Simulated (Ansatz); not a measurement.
# KLiB2 (built on the sites of a database entry of LiB): following an unstable mode

Which phase does KLiB2 (built on the sites of a database entry of LiB) fall into along its unstable mode, and how much energy does it gain?

Method: DFT PBE+D3(BJ), scalar-relativistic, plane waves, PAW, in Ansatz 0.2.0.

The structure was built from a prototype and need not be the compound's stable phase.

### Step 1. The starting structure

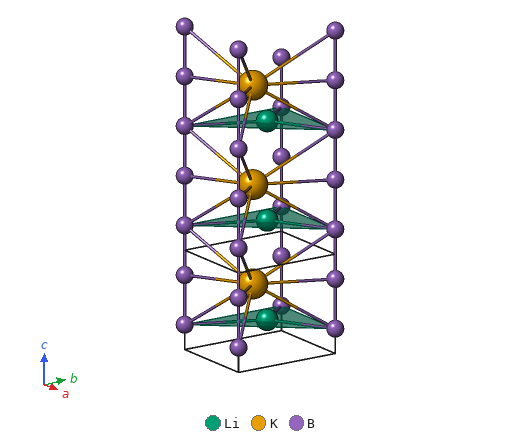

The starting structure, seen slightly off an axis (lithium teal, potassium orange, boron purple). 1×1×3 cells are drawn. Some periodic images of atoms are drawn too.

### Step 2. The dispersion

The cell comes from relaxations at this level that are not shown. Stability and thermal properties need the whole zone. Linear response on a 2×2×4 q mesh gives force constants as far as a supercell of that size would.

Input file input.yaml:

```yaml
crystal:
  lattice:
    - [4.7979879418, 2.8112e-06, 0.0]
    - [-2.3989964055, 4.155178039, 0.0]
    - [0.0, 0.0, 3.1647645883]
  atoms:
    - { symbol: Li, position: [0.3333333333, 0.6666666667, 0.25] }
    - { symbol: K, position: [0.6666666667, 0.3333333333, 0.75] }
    - { symbol: B, position: [0.0, 0.0, 0.25] }
    - { symbol: B, position: [0.0, 0.0, 0.75] }
kpoints:
  mp_grid: { grid: [10, 10, 12] }
hamiltonian:
  xc: pbe
  dispersion: d3bj
scf:
  occupations: { method: methfessel_paxton, width: 0.15 }
output:
  eigenvalues: true
phonons:
  method: dfpt
  qmesh: [2, 2, 4]
  temperatures: { t_max: 1000, t_step: 50 }
  qpath:
    path:
      - [[0.0, 0.0, 0.0], [0.5, 0.0, 0.0], [0.33333333, 0.33333333, 0.0], [0.0, 0.0, 0.0], [0.0, 0.0, 0.5], [0.5, 0.0, 0.5], [0.33333333, 0.33333333, 0.5], [0.0, 0.0, 0.5]]
      - [[0.5, 0.0, 0.5], [0.5, 0.0, 0.0]]
      - [[0.33333333, 0.33333333, 0.5], [0.33333333, 0.33333333, 0.0]]
    npoints: 10
```

Launch:

```console
> ansatz run input.yaml --threads 8 --pin off --max-ram 14336MiB --backend cpu --events-out ev --progress --plain --runs-dir out
```

Numbers of over 12 decimals in the logs are rounded to 6 here.

Log:

```text
Warning: phonons: the dynamical matrix that this run interpolates holds no multipole term above the dipole-dipole one, and a site of this crystal is no centre of inversion, so its interpolated transverse optical and acoustic branches and sound speeds can stay off near Gamma, and the density of states and the thermodynamics with them. What a run solves at a wave vector of phonons.qpoints, Gamma apart, where the deck admits one, is free of this, and under fd what a larger phonons.supercell samples
Engine: ansatz 0.2.0, aarch64-unknown-linux-gnu
Pseudopotentials: kind: paw
Pseudopotential: Li, paw, valence charge 3, recommended cutoff 420 eV (normal), Li.paw.azcp
Pseudopotential: K, paw, valence charge 9, recommended cutoff 420 eV (normal), K.paw.azcp
Pseudopotential: B, paw, valence charge 3, recommended cutoff 420 eV (normal), B.paw.azcp
Functional definition: PBE
  parameter kappa = 0.804
  parameter beta = 0.066725
  exchange = pbe_x(kappa = kappa, mu = beta*pi^2/3)
  correlation = pbe_c(beta = beta)
Crystal: 4 atoms, lattice volume = 63.094 Å³
Basis set: ecut = 420 eV, 1223 PW (Γ), exchange–correlation on 72×72×48 points (8 copies of the dense FFT grid, shifted against one another)
Bands: 13, of which v1, the nominal top of the filled ones, is band 9 counted from 1 (8 counted from 0)
Symmetry: 12 space group operations
k-points: 98 of 1200 (time reversal used)
Non-local potential: Li, projectors of the file, l = 0: 3, l = 1: 2, l = 2: 1
Non-local potential: K, projectors of the file, l = 0: 3, l = 1: 2, l = 2: 2
Non-local potential: B, projectors of the file, l = 0: 2, l = 1: 2, l = 2: 1
PAW form: soft (Blöchl's): semilocal exchange-correlation on the pseudo side does not see the compensation charge
PAW one-centre angular grid: Li, 110 points (default); XC on 64 Gauss nodes
PAW one-centre angular grid: K, 110 points (default); XC on 64 Gauss nodes
PAW one-centre angular grid: B, 110 points (default); XC on 64 Gauss nodes
Initial density: superposition of atomic densities (neutral atoms: chi_scale 0, normalization atom), corrected by the library's trained network
Initial wavefunctions: pseudopotential atomic-orbital guess
Functional: x = pbe(κ = 0.804, μ = 0.219515), c = pbe(β = 0.066725)
SCF iter   1: F=—  HF=-2054.244676 eV  |F-HF|=—  |Δ(HF+E_count)|=         —  Δρ=2.02e-3  dr2=2.52e-3  ethr=1.77e-3  ⟨swp⟩=5.4  Hψ=7718  notcnv=0
preconditioner: auto → none  [metal: Δε(μ)=0.033 eV  Ē_g=11.760 eV  σ=0.150 eV  W_gap=0.18  n_scr=8 (ndim 8)  ℏωp=17.5 eV  f_vac=0.000  D(μ)=0.57/eV (n_scr^D=0)  sad-step TF]
SCF iter   2: F=—  HF=-2054.244250 eV  |F-HF|=—  |Δ(HF+E_count)|=   4.26e-4  S|Δr|=    0.00e0  Δρ=1.16e-3  dr2=8.04e-4  ethr=1.40e-5  ⟨swp⟩=2.0  Hψ=2566  notcnv=0
SCF iter   3: F=—  HF=-2054.244570 eV  |F-HF|=—  |Δ(HF+E_count)|=   3.20e-4  S|Δr|=    0.00e0  Δρ=2.71e-4  dr2=6.09e-5  ethr=4.46e-6  ⟨swp⟩=2.1  Hψ=1557  notcnv=0
SCF iter   4: F=—  HF=-2054.244569 eV  |F-HF|=—  |Δ(HF+E_count)|=   1.62e-6  S|Δr|=    0.00e0  Δρ=9.85e-5  dr2=1.50e-5  ethr=3.38e-7  ⟨swp⟩=2.0  Hψ=1665  notcnv=0
SCF iter   5: F=—  HF=-2054.244565 eV  |F-HF|=—  |Δ(HF+E_count)|=   3.30e-6  S|Δr|=    0.00e0  Δρ=3.56e-5  dr2=6.29e-7  ethr=8.32e-8  ⟨swp⟩=2.0  Hψ=1654  notcnv=0
SCF iter   6: F=—  HF=-2054.244565 eV  |F-HF|=—  |Δ(HF+E_count)|=   1.23e-7  S|Δr|=    0.00e0  Δρ=6.80e-6  dr2=3.68e-8  ethr=3.49e-9  ⟨swp⟩=2.2  Hψ=1973  notcnv=0
SCF iter   7: F=—  HF=-2054.244565 eV  |F-HF|=—  |Δ(HF+E_count)|=   9.95e-9  S|Δr|=    0.00e0  Δρ=1.76e-6  dr2=1.03e-9  ethr=2.04e-10  ⟨swp⟩=2.0  Hψ=1674  notcnv=0
SCF iter   8: F=—  HF=-2054.244565 eV  |F-HF|=—  |Δ(HF+E_count)|=  6.89e-10  S|Δr|=    0.00e0  Δρ=3.50e-7  dr2=6.66e-11  ethr=5.74e-12  ⟨swp⟩=2.0  Hψ=1892  notcnv=0
SCF iter   9: F=-2054.244565 eV  HF=-2054.244565 eV  |F-HF|=0.00e0  |Δ(HF+E_count)|=  1.82e-12  S|Δr|=    0.00e0  Δρ=7.64e-8  dr2=2.85e-12  ethr=1.00e-12  ⟨swp⟩=6.6  Hψ=7080  notcnv=0
SCF 1 converged in 9 iterations: F = -2054.244565 eV  dr2 = 2.85e-12
  greatest PAW one-centre occupation: 1.000 electrons in one spin orbital (limit 2), on the Li atom at site 0 (counted from 0), in its partial waves of l = 0
Initial density: read from a saved state, or passed on in memory by an earlier SCF of this step, an earlier step, the calling program or the single point that the run made first
iter 1 solved again at ethr=1.06e-7 eV; its pass at ethr=3.10e-3 eV (dr2=1.91e-5 eV) is discarded
SCF iter   1: F=—  HF=-2054.244566 eV  |F-HF|=—  |Δ(HF+E_count)|=         —  Δρ=2.91e-7  dr2=1.58e-11  ethr=1.06e-7  ⟨swp⟩=3.4  Hψ=11691  notcnv=0
eigensolver tolerance schedule: the retry pair's looser diagonalisation over-reported the residual by 1212100.78 of it (diagonalisation noise at an unbounded share of the residual, at the tolerance the schedule requests for it); recorded, not acted on — ethr = c·dr2/N_el stays at c = 1.0e-1
preconditioner: auto → none  [metal: Δε(μ)=0.051 eV  Ē_g=11.760 eV  σ=0.150 eV  W_gap=0.27  n_scr=8 (ndim 8)  ℏωp=17.5 eV  f_vac=0.000  D(μ)=0.56/eV (n_scr^D=0)]
SCF iter   2: F=—  HF=-2054.244565 eV  |F-HF|=—  |Δ(HF+E_count)|=   3.38e-7  S|Δr|=    0.00e0  Δρ=1.57e-7  dr2=9.35e-12  ethr=1.00e-12  ⟨swp⟩=3.5  Hψ=6893  notcnv=0
SCF iter   3: F=-2054.244565 eV  HF=-2054.244565 eV  |F-HF|=9.09e-13  |Δ(HF+E_count)|=  2.73e-12  S|Δr|=    0.00e0  Δρ=9.80e-8  dr2=2.95e-12  ethr=1.00e-12  ⟨swp⟩=1.0  Hψ=2940  notcnv=0
SCF 2 converged in 3 iterations: F = -2054.244565 eV  dr2 = 2.95e-12
phonons: the bands overlap, so this run is a metal and interpolates without the dipole-dipole term. If the crystal is really an insulator or semiconductor, its LO-TO splitting is missing
NSCF: frozen V_eff on 98 k-points
WARN: eigensolver did not converge in 3 slots of this pass, the one above among them; of largest residual over every band (k=12): 1 band(s) unlocked (lowest unlocked band 12, counted from 0; max residual 4.47e-5 eV among the unlocked bands, 4.47e-5 eV over every band); of lowest unlocked band (k=12): band 12
NSCF: frozen V_eff on 364 k-points
DFPT response loops at q = (0, 0, 0) (fractional): preconditioner auto → Kerker (q_TF=auto, 2.214 Å⁻¹) (partly filled bands, converged f_vac=0.000); β = 1.00, the filter's whole step (`scf.mixing.beta` (0.50) is not read by the response loops under this deck's `scf.mixing.preconditioner`; to damp them name `kerker` or `kerker_dos`, under which they read `scf.mixing.beta`, and type it under 1.00, their step now; both keys bind the ground state too); Broyden in place of MSR1
NSCF: frozen V_eff on 1248 k-points
DFPT response loops at q = (0, 0, 0.25) (fractional): mixed as the last ones told, above
NSCF: frozen V_eff on 728 k-points
DFPT response loops at q = (0, 0, -0.5) (fractional): mixed as the last ones told, above
NSCF: frozen V_eff on 728 k-points
DFPT response loops at q = (0, -0.5, 0) (fractional): mixed as the last ones told, above
NSCF: frozen V_eff on 1248 k-points
DFPT response loops at q = (0, -0.5, 0.25) (fractional): mixed as the last ones told, above
NSCF: frozen V_eff on 728 k-points
DFPT response loops at q = (0, -0.5, -0.5) (fractional): mixed as the last ones told, above
SCF converged after 9 iterations
Stability not checked: this state was not tested for a lower state beside it, because cold or Methfessel-Paxton smearing, or corrected tetrahedra, fill the levels in a way that the test cannot read (fill_not_monotonic; see scf.lower_state_search)
Free energy (F): -2054.244565 eV
Harris-Foulkes:  -2054.244565 eV  (|F-HF|=0.00e0)
Internal energy: -2054.243835 eV  (E = F + TS)
E sigma→0 (E₀):  -2054.244383 eV
Entropy (-TS):   -0.000731 eV (-0.183 meV/atom)
Fermi energy:    5.629178 eV
--- Per-component energies (eV) ---
  E_band       = -177.440571
  E_kinetic    = 370.326708
  E_local      = -739.587080  (includes V_loc(G=0)·N_el)
  E_nonlocal   = 4.503884
  E_hartree    = 244.007681
  E_xc         = -208.906294
  E_vxc        = -253.320995  (∫ρ·V_xc dr)
  E_paw        = -960.374374  (= ΣΔE_a)
  E_vpaw       = -47.378445  (= ΣTr[D̂ρ^β])
  E_aug_tail   = 0.000003  (compensation charges beyond the density's cutoff)
  E_ewald      = -763.413478
  E_disp       = -0.800886  (pairwise vdW)
  E_smearing   = -0.000731  (= −TS)
  E_closure    = -0.000000  (closes the sum)
  Σ components = -2054.244565   (vs F -2054.244565, Δ=0.00e0)
--- Band table (eV; the first three rows and the last of 98) ---
  k-point 0: bands = [... 5 lower, -3.9824, 2.3891, 2.8678, 2.8678, 6.3621, 8.9077, 9.3978, 9.3978]
  k-point 1: bands = [... 5 lower, -3.9047, 2.1872, 2.9642, 2.9642, 6.4442, 9.0698, 9.3785, 9.3785]
  k-point 2: bands = [... 5 lower, -3.6775, 1.6497, 3.2527, 3.2527, 6.6522, 9.2941, 9.2941, 9.4841]
  k-point 97: bands = [... 5 lower, -1.4977, -1.2124, 4.9338, 5.3621, 5.7321, 6.0670, 9.1194, 9.3687]
--- Phonons (Γ-DFPT): 8 representative perturbations + reference (Σ response iterations 25) ---
  ASR residual: 1.850e-3 → 0.000e0 eV/Å²; symmetrization residual: 6.593e-7 eV/Å²
  pairwise dispersion correction: d3bj (s6 = 1.0, s8 = 0.7875, a1 = 0.4289, a2_bohr = 4.4407), with the weights of each atom's references fixed at the reference crystal's, and the forces and stress that the weights' published response gives there kept as a pressure on the atom's counted neighbours (hamiltonian.dispersion)
  ASR residual per site (eV/Å²): 1.54e-5 1.85e-3 2.23e-5 1.24e-5
  Γ frequencies (cm⁻¹): -70.63 0.00 0.00 0.00 143.47 208.50 208.50 284.72 284.72 470.66 470.66 1274.88
--- Phonons (arbitrary-q DFPT): 6 irreducible q on the 2×2×4 mesh ---
  q = [0.0000, 0.0000, 0.0000] (star 1, of the zone-centre solve; hermiticity 3.88e-8, symmetrization 6.25e-9): -70.63 -0.00 -0.00 0.00 143.47 208.50 208.50 284.72 284.72 470.66 470.66 1274.88
  q = [0.0000, 0.0000, 0.2500] (star 2, 8 solved perturbations in 3168 linear systems a pass and spin channel, the states on 624 of 1200 k-point pairs; hermiticity 2.24e-8, symmetrization 2.44e-8): 64.44 64.44 126.65 210.46 210.46 223.89 289.74 289.74 469.66 469.66 601.92 1344.57
  q = [0.0000, 0.0000, -0.5000] (star 1, 8 solved perturbations in 1848 linear systems a pass and spin channel, the states on 364 of 1200 k-point pairs; hermiticity 3.29e-8, symmetrization 3.68e-9): 139.40 139.40 171.19 181.51 181.51 289.34 353.01 353.01 428.66 428.66 1073.77 1091.35
  q = [0.0000, -0.5000, 0.0000] (star 3, 12 solved perturbations in 3780 linear systems a pass and spin channel, the states on 364 of 1200 k-point pairs; hermiticity 2.80e-8, symmetrization 1.02e-8): -98.59 -59.91 42.44 124.22 166.42 196.17 234.25 283.89 287.66 467.54 471.47 1231.13
  q = [0.0000, -0.5000, 0.2500] (star 6, 12 solved perturbations in 6480 linear systems a pass and spin channel, the states on 624 of 1200 k-point pairs; hermiticity 2.66e-8, symmetrization 2.18e-8): -10.48 96.98 143.68 205.58 222.90 245.79 294.22 294.62 468.58 472.30 598.45 1349.82
  q = [0.0000, -0.5000, -0.5000] (star 3, 12 solved perturbations in 3780 linear systems a pass and spin channel, the states on 364 of 1200 k-point pairs; hermiticity 2.12e-8, symmetrization 1.66e-8): 107.87 132.38 146.70 194.38 227.35 294.63 355.06 370.04 424.99 432.25 1067.90 1091.76
  sum rule: each row above includes the acoustic sum rule's correction from the zone centre's row sums; it moved no ω² by more than (3.59 cm⁻¹)²
  mesh force constants: q→R imaginary residual 8.39e-19; ASR residual 1.850e-3 → 0.000e0 eV/Å²; symmetrization residual 3.553e-14 eV/Å²
  interpolated dispersion: 93 rows × 12 modes
  density of states and harmonic sums: on the 16×16×20 q-mesh, interpolated from the force constants of a 2×2×4 supercell (no non-analytic term)
  largest difference from the sums on the solved wave vectors: F 1.15e-1 eV, S 1.61e-4 and C_V 4.68e-5 eV/K
  zero-point energy: 0.266939 eV/cell   skipped modes (ω ≤ 0): 164, of them read as no rigid motion or as one in doubt: 161 (4.564e-1 modes/cell left out, lowest -98.59 cm⁻¹)   left out of the sums: 3.81e-2 of the cell's modes: C_V's classical limit lies that fraction below 3 k_B per atom; for a crystal, a wire or a layer, F and S can be off by more, and a phonons.interpolated_qmesh denser along its periods is the remedy for the sampling
```

It took 2.9 min on 8 threads of Arm Neoverse V2, shared host; peak memory 1.5 GiB; 22 min of CPU time.

This step gave:

| Item | Value |
| --- | --- |
| volume per atom | 15.77 Å³ |
| gap on the k-mesh | 0 eV |
| sum-rule residual before enforcement | 0.001850 eV/Å² |
| lowest frequency on the path | -98.59 cm⁻¹ |
| point group | -6m2 |
| highest frequency on the path or at a solved wavevector | 1350 cm⁻¹ |
| highest optical mode at the zone centre (no LO-TO term) | 1275 cm⁻¹ |
| lowest optical zone-centre mode | -70.63 cm⁻¹ |
| lowest mode on the q mesh (acoustic modes at Γ apart) | -98.59 cm⁻¹ |

Frequencies (cm⁻¹) solved at each irreducible wavevector; negative means imaginary. Frequencies by wavevector, by row:

| q in reciprocal lattice units | star | mode 1 | mode 2 | mode 3 | mode 4 | mode 10 | mode 11 | mode 12 |
| --- | --- | --- | --- | --- | --- | --- | --- | --- |
| 0 0 0 | 1 | -70.6 | 0 | 0 | 0 | 470.7 | 470.7 | 1275 |
| 0 0 0.25 | 2 | 64.4 | 64.4 | 126.7 | 210.5 | 469.7 | 601.9 | 1345 |
| 0 0 -0.5 | 1 | 139.4 | 139.4 | 171.2 | 181.5 | 428.7 | 1074 | 1091 |
| 0 -0.5 0 | 3 | -98.6 | -59.9 | 42.4 | 124.2 | 467.5 | 471.5 | 1231 |
| 0 -0.5 0.25 | 6 | -10.5 | 97 | 143.7 | 205.6 | 472.3 | 598.5 | 1350 |
| 0 -0.5 -0.5 | 3 | 107.9 | 132.4 | 146.7 | 194.4 | 432.2 | 1068 | 1092 |

Interpolated from a 2×2×4 q mesh. Phonon branches along the path, in cm⁻¹:

```csv
point,branch 1,branch 2,branch 3,branch 4,branch 9,branch 10,branch 11,branch 12
Γ,-71,0,0,0,285,471,471,1275
M,-99,-60,42,124,288,468,472,1231
K,-59,43,103,104,290,468,472,1226
Γ,-71,0,0,0,285,471,471,1275
A,139,139,171,182,429,429,1074,1091
L,108,132,147,194,425,432,1068,1092
H,77,108,184,192,416,438,1067,1092
A,139,139,171,182,429,429,1074,1091
jump to L,108,132,147,194,425,432,1068,1092
M,-99,-60,42,124,288,468,472,1231
jump to H,77,108,184,192,416,438,1067,1092
K,-59,43,103,104,290,468,472,1226
```

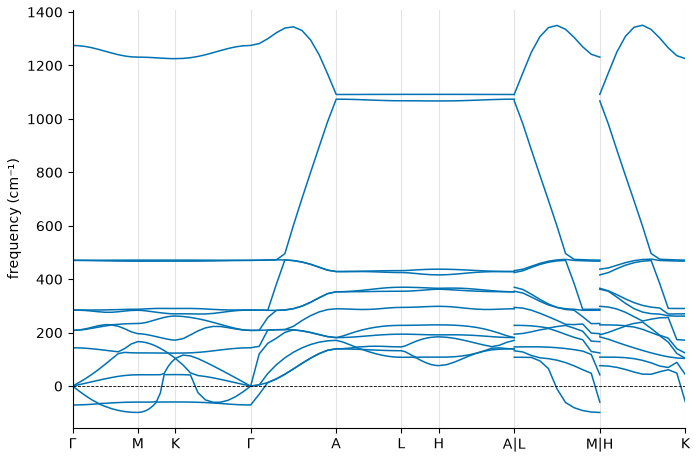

Phonon branches along the path.

Symmetry leaves 6 wavevectors to solve. The lowest mode among them, the acoustic zeros apart, lies at q = (0, -0.5, 0) and is imaginary, 98.6i cm⁻¹, so the energy falls along it.

### Step 3. The mode frozen in, largest atomic shift 0 Å

The mode followed lies at q = (0, -0.5, 0) with frequency 98.6i cm⁻¹, the softest among the wavevectors solved. At small amplitude the distorted cell has space group no. 26 by a symmetry search on the positions. The undistorted cell that holds it gives the zero of energy on the same k mesh.

System of this step: KLiB2 (built on the sites of a database entry of LiB). Symmetry: P-6m2, No. 187, hexagonal system. The conventional cell has a = 4.798 Å, b = 4.798 Å, c = 3.165 Å, α = 90.00°, β = 90.00°, γ = 120.00°. Nearest to Li lie 3 B at 2.77 Å. Nearest to K lie 9 B at 2.77 to 3.19 Å and 2 K at 3.16 Å and 6 Li at 3.19 Å. Nearest to B lie 4 B at 1.58 to 3.16 Å and 3 Li at 2.77 Å and 6 K at 3.19 Å. Nearest to B lie 2 B at 1.58 Å and 3 K at 2.77 Å. Farther neighbours are not listed.

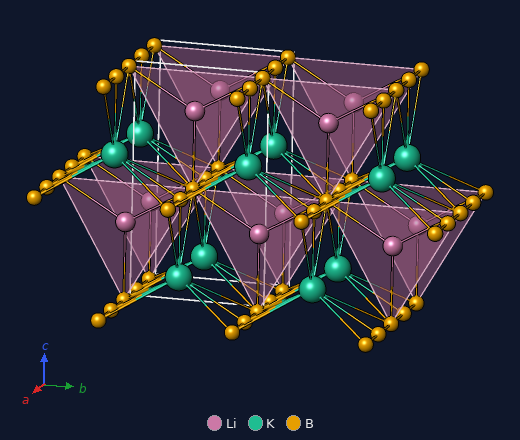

The cell of this step (lithium pink, potassium teal, boron orange). 2×2×1 cells are drawn. Some periodic images of atoms are drawn too.

Input file input.yaml:

```yaml
crystal:
  lattice:
    - [0.0, 0.0, 3.1647645883]
    - [4.7979879418, 2.8112e-06, 0.0]
    - [-4.8692e-06, 8.3103588893, 0.0]
  atoms:
    - { symbol: Li, position: [0.25, 1.0, 0.3333333333] }
    - { symbol: Li, position: [0.25, 0.5, 0.8333333333] }
    - { symbol: K, position: [0.75, 0.5, 0.1666666667] }
    - { symbol: K, position: [0.75, 0.0, 0.6666666667] }
    - { symbol: B, position: [0.25, 0.0, 0.0] }
    - { symbol: B, position: [0.25, 0.5, 0.5] }
    - { symbol: B, position: [0.75, 0.0, 0.0] }
    - { symbol: B, position: [0.75, 0.5, 0.5] }
kpoints:
  mp_grid: { grid: [10, 6, 4] }
hamiltonian:
  xc: pbe
  dispersion: d3bj
scf:
  occupations: { method: methfessel_paxton, width: 0.15 }
output:
  forces: true
  stress: true
  eigenvalues: true
```

Log:

```text
[...]
Crystal: 8 atoms, lattice volume = 126.189 Å³
Basis set: ecut = 420 eV, 2457 PW (Γ), exchange–correlation on 48×72×120 points (8 copies of the dense FFT grid, shifted against one another)
Bands: 26, of which v1, the nominal top of the filled ones, is band 18 counted from 1 (17 counted from 0)
Symmetry: 8 space group operations
[...]
k-point 0: bands = [... 14 lower, 2.3801, 2.8625, 2.8632, 3.0748, 6.3617, 7.0670, 8.9064, 9.0448, ... 4 higher]
  k-point 1: bands = [... 14 lower, 2.3770, 2.6710, 2.8941, 3.0437, 6.7078, 7.2098, 8.6169, 8.7376, ... 4 higher]
  k-point 2: bands = [... 14 lower, 2.3697, 2.3697, 2.9688, 2.9688, 7.3039, 7.3039, 8.2911, 8.2911, ... 4 higher]
  k-point 71: bands = [... 14 lower, 4.9557, 4.9557, 5.3079, 5.3079, 5.3942, 5.3942, 6.7323, 6.7323, ... 4 higher]
[key lines of the parts left out:]
SCF converged after 7 iterations
Free energy (F): -4108.485667 eV
Fermi energy:    5.630629 eV
P = ⅓ Tr σ = 0.0148 GPa (0.148 kbar)
```

The job ended after 2.4 s (8 threads; peak memory 0.54 GiB; 18 s of CPU time).

Numbers from this step:

| Property | Result |
| --- | --- |
| pressure | 0.01485 GPa |
| energy from the undistorted cell | 0 meV/atom |

The run ends at a pressure of 0.01 GPa, with forces up to 0.0038 eV/Å.

### Step 4. The mode frozen in, largest atomic shift 0.45 Å

The atoms are moved along the unstable eigenvector, the largest shift by 0.45 Å, with the cell fixed.

input.yaml, the sections that differ from step 3:

```yaml
crystal:
  lattice:
    - [0.0, 0.0, 3.1647645883]
    - [4.7979879418, 2.8112e-06, 0.0]
    - [-4.8692e-06, 8.3103588893, 0.0]
  atoms:
    - { symbol: Li, position: [0.25, 0.9062106855, 0.3333333333] }
    - { symbol: Li, position: [0.25, 0.5937893145, 0.8333333333] }
    - { symbol: K, position: [0.75, 0.4431385272, 0.1666666667] }
    - { symbol: K, position: [0.75, 0.0568614728, 0.6666666667] }
    - { symbol: B, position: [0.25, -0.0452037025, 0.0] }
    - { symbol: B, position: [0.25, 0.5452037025, 0.5] }
    - { symbol: B, position: [0.75, -0.0610095005, 0.0] }
    - { symbol: B, position: [0.75, 0.5610095005, 0.5] }
# kpoints, hamiltonian, scf, output: as in step 3
```

Log:

```text
[...]
Crystal: 8 atoms, lattice volume = 126.189 Å³
Basis set: ecut = 420 eV, 2457 PW (Γ), exchange–correlation on 48×72×120 points (8 copies of the dense FFT grid, shifted against one another)
Bands: 26, of which v1, the nominal top of the filled ones, is band 18 counted from 1 (17 counted from 0)
Symmetry: 4 space group operations
[...]
k-point 0: bands = [... 14 lower, 2.3595, 2.7824, 2.9795, 3.1234, 6.1927, 6.8305, 8.5150, 8.7945, ... 4 higher]
  k-point 1: bands = [... 14 lower, 2.3581, 2.5915, 2.9960, 3.0946, 6.4907, 6.9072, 8.2727, 8.5839, ... 4 higher]
  k-point 2: bands = [... 14 lower, 2.3548, 2.3548, 3.0409, 3.0409, 6.9255, 6.9255, 8.1952, 8.1952, ... 4 higher]
  k-point 71: bands = [... 14 lower, 4.9294, 4.9294, 5.3009, 5.3009, 5.3592, 5.3592, 6.6160, 6.6160, ... 4 higher]
[key lines of the parts left out:]
SCF converged after 7 iterations
Free energy (F): -4108.576632 eV
Fermi energy:    5.597972 eV
P = ⅓ Tr σ = 0.9274 GPa (9.274 kbar)
```

Wall time 2.5 s (8 threads); peak memory 0.54 GiB.

This step gave:

| Item | Value |
| --- | --- |
| pressure | 0.9274 GPa |
| energy from the undistorted cell | -11.33 meV/atom |

The energy, extrapolated to zero smearing, is -11.33 meV/atom against the undistorted cell.

The run ends at a pressure of 0.93 GPa, with forces up to 0.41 eV/Å.

[end of part 1 of 3]

[Logs are printed without paths, hosts, clocks, repeated set-up lines and the standing remarks that a program may print on its own settings, such as how far it seeks lower states.]

[Hosts, paths, dates, database ids (printed as entryN), source tags and the programs' standing remarks are cut or masked in the printed files.]
